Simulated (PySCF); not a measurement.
Molecule: SMILES CO[Si](OC)c1ccccc1 (C₈H₁₁O₂Si), doublet. Atoms near the plane z = 0.0 Å, at the GFN2-xTB optimised geometry (x, y, z in Å): Si3 (-2.0, -0.3, 0.0), O4 (-2.8, 1.2, 0.0), C5 (-2.7, 2.2, 0.9), C6 (-0.2, -0.3, 0.0), C7 (0.6, 0.8, 0.6), C8 (1.9, 0.7, 0.7), C9 (2.6, -0.4, 0.2), C10 (1.9, -1.4, -0.3), C11 (0.6, -1.4, -0.4), H16 (-2.0, 3.0, 0.5), H17 (-3.7, 2.7, 0.9), H18 (0.0, 1.7, 0.9), H20 (3.7, -0.4, 0.3), H21 (2.5, -2.3, -0.7), H22 (0.0, -2.2, -0.8).

Computed with unrestricted B3LYP/def2-SVP (PySCF). Cells within 0.4 Å of a nucleus heavier than hydrogen are left out (blank, or x). The values are rescaled to run from 0 to 1.

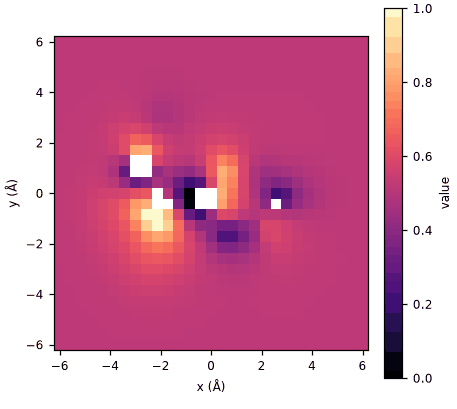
Figure: a field on the plane z = 0.0 Å.

Task: Which quantity is mapped?
A) deformation density (molecule minus spherical neutral atoms)
B) an orbital amplitude
C) electrostatic potential
D) log10 of the electron density

Result: B, an orbital amplitude. In full: HOMO amplitude (α) (bohr^(-3/2)).
